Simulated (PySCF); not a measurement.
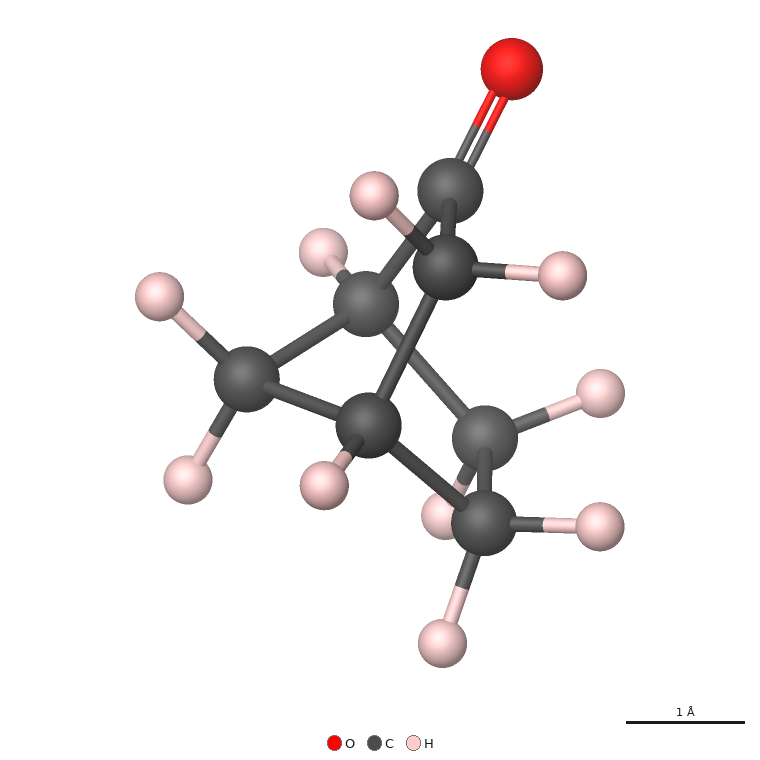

Ball-and-stick drawing of a structure. Multiple sticks mark multiple bonds (one Kekulé form).

The geometry was computed by an optimisation with GFN2-xTB. No frequency run is at hand to confirm it as a minimum.

What does the picture show?

Formula C7H10O. SMILES: `O=C1C[C@@H]2CC[C@H]1C2`. Independent rings (smallest set): 2 of 5 members. Among its groups: ketone. This geometry has C1 symmetry. Coordination, clear cases only: 1 C trigonal planar; 5 C tetrahedral.

More results for the same structure follow; atom numbers are the same in all pictures, views and colours differ.

### Geometry

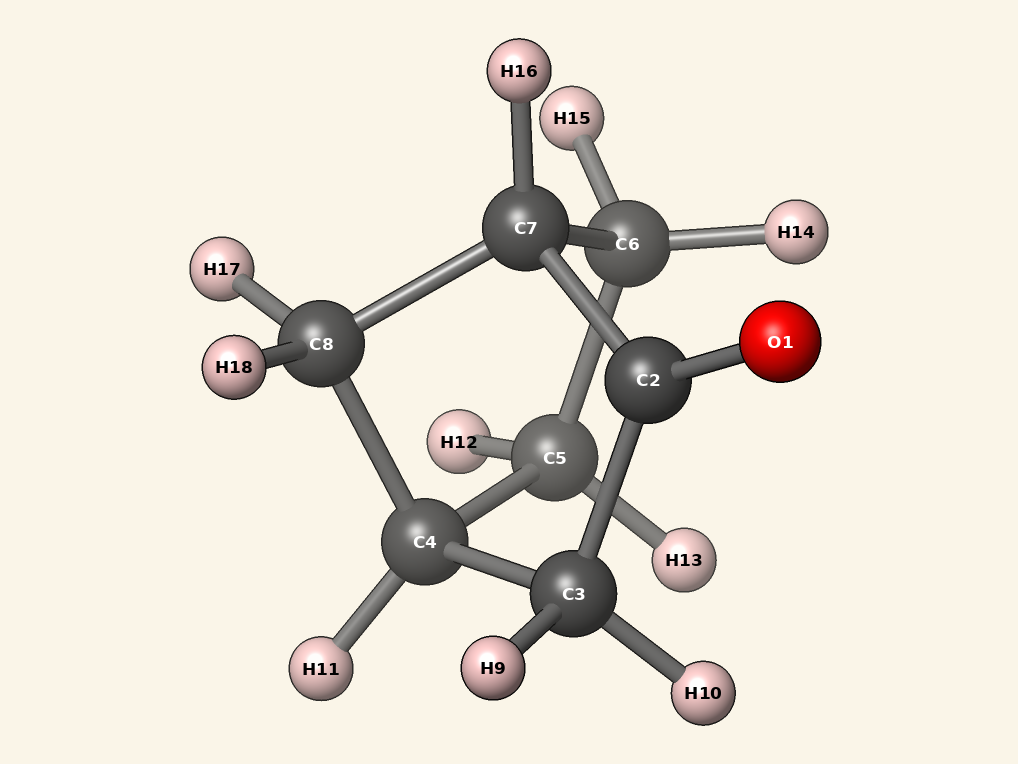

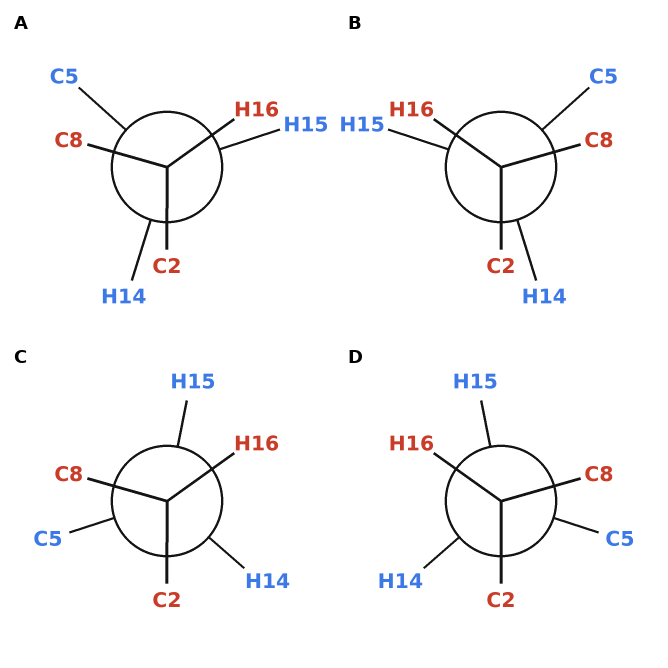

Depth is shown by fading: the farther an atom, the more it takes the colour of the background. Bonds that would overlap in a projection are set slightly apart. No frequency run is at hand to confirm it as a minimum.

Which Newman projection shows the view along C7–C6, with C7 in front?

Answer. C. The torsion angle C8–C7–C6–C5 is −34°, synclinal (gauche).

### Ring current

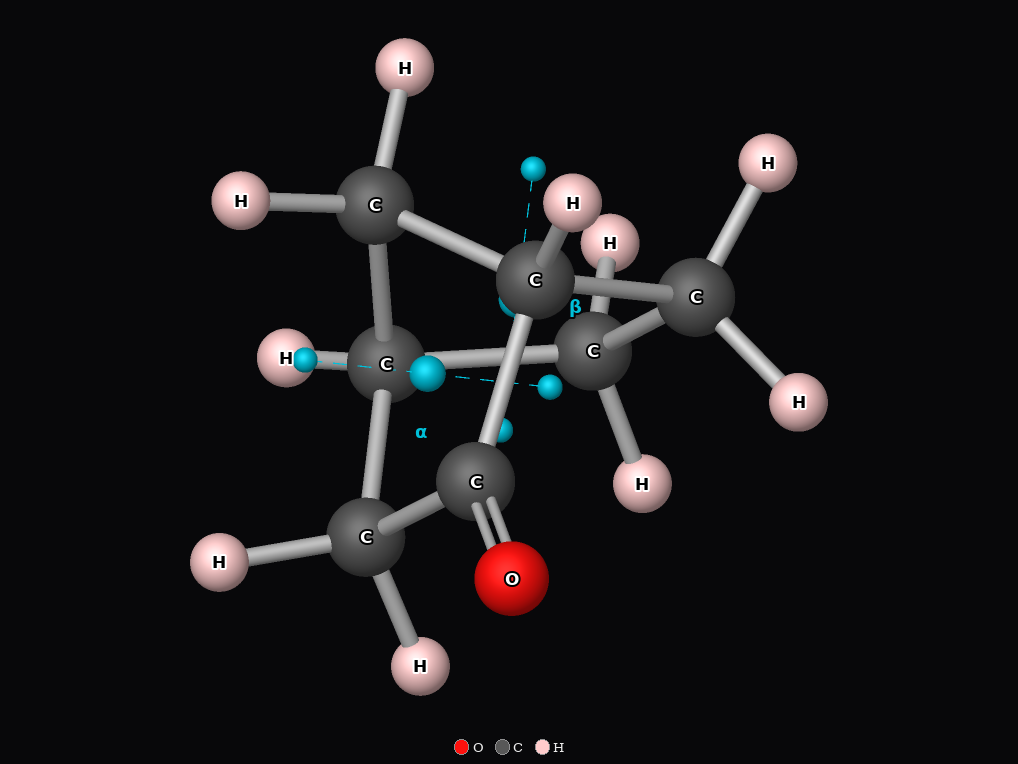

The small points mark where nucleus-independent chemical shifts (NICS) were computed: at the centre of each lettered ring and 1 Å above and below it. No frequency run is at hand to confirm it as a minimum. Properties computed with GIAO PBE0/pcSseg-1 NMR shielding, non-relativistic, gas phase (PySCF 2.14.0).

Give NICS(0), NICS(1) and the out-of-plane component NICS(1)zz for each ring (means of the two sides).

```json
{"ring": "α", "members": "C5", "NICS(0)": "−3.9", "NICS(1)": "−6.3", "NICS(1)zz": "−7.9"}
{"ring": "β", "members": "C5", "NICS(0)": "−6.9", "NICS(1)": "−4.5", "NICS(1)zz": "−5.3"}
```

Values in ppm.

What do the values say about the ring currents?

Answer. Ring β: weak, as in a non-aromatic ring. NICS is one index among several.

### Electronic properties

No frequency run is at hand to confirm it as a minimum. Level of theory: PBE0/pcSseg-1, gas phase (PySCF 2.14.0).

Predict the main results.

- dipole moment: 3.23 D
- HOMO energy (Kohn–Sham orbital): −6.87 eV
- LUMO energy (Kohn–Sham orbital): −0.30 eV
- HOMO–LUMO gap: 6.57 eV

### NMR shielding

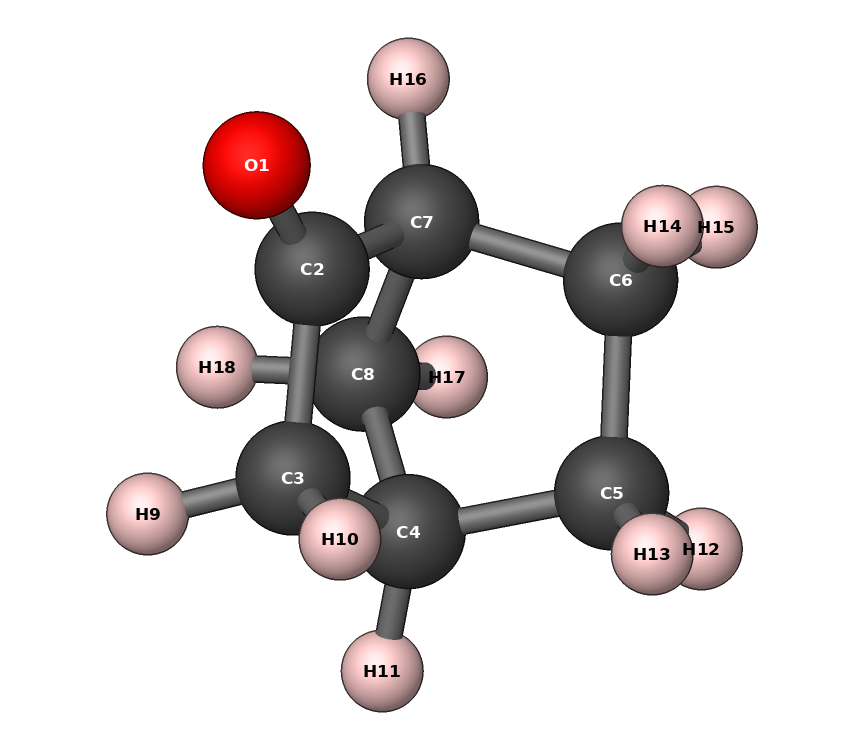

No frequency run is at hand to confirm it as a minimum. Level of theory: GIAO PBE0/pcSseg-1 NMR shielding, non-relativistic, gas phase (PySCF 2.14.0). Principal shieldings σ11 ≤ σ22 ≤ σ33, span Ω = σ33 − σ11, skew κ = 3(σiso − σ22)/Ω.

Give the shielding tensors of the O atoms.

```
atom     σ11     σ22    σ33    σiso       Ω     κ
  O1  −863.1  −393.7  366.4  −296.8  1229.5  0.24
```

Shieldings and span in ppm.
